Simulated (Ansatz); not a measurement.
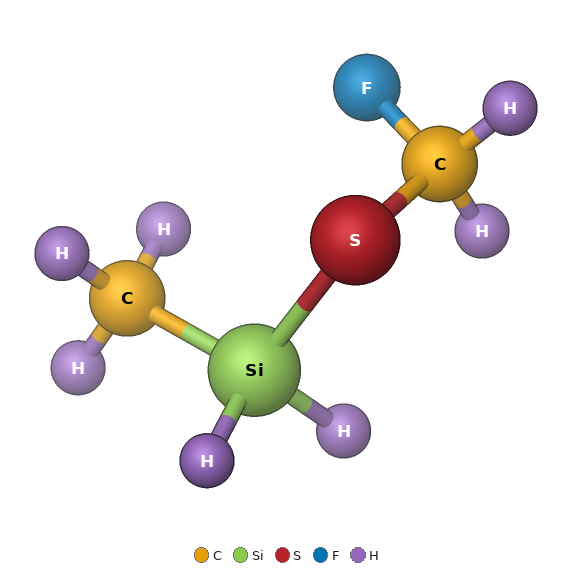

Orthographic view. Atoms fade into the background with distance from the viewer. The computed structure is the end point of a PBE0-D4/def2-TZVP optimisation. No frequency run is at hand to confirm it as a minimum.

Q: Write the InChI string.

A: InChI=1S/C2H7FSSi/c1-5-4-2-3/h2,5H2,1H3
